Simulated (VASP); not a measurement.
Band structure of YGa (space group Cmcm). Calculation: LDA (Ceperley-Alder, Perdew-Zunger), VASP's LDA PAW potentials (set 64) (plane waves; VASP).

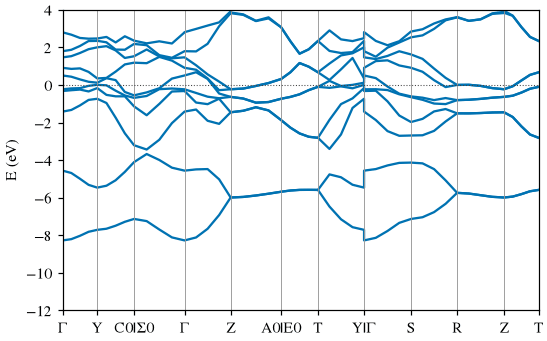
*Bands along high-symmetry lines, zero at the valence-band maximum or, without a gap, the Fermi level*

Task: Read the plot: is there a gap, and where are the band edges?

Result: It has no gap at this level: it comes out as a metal or semimetal.

The structure comes from a measured YGa entry of the Crystallography Open Database, whose conditions weren't checked. The cell was not relaxed at this level.
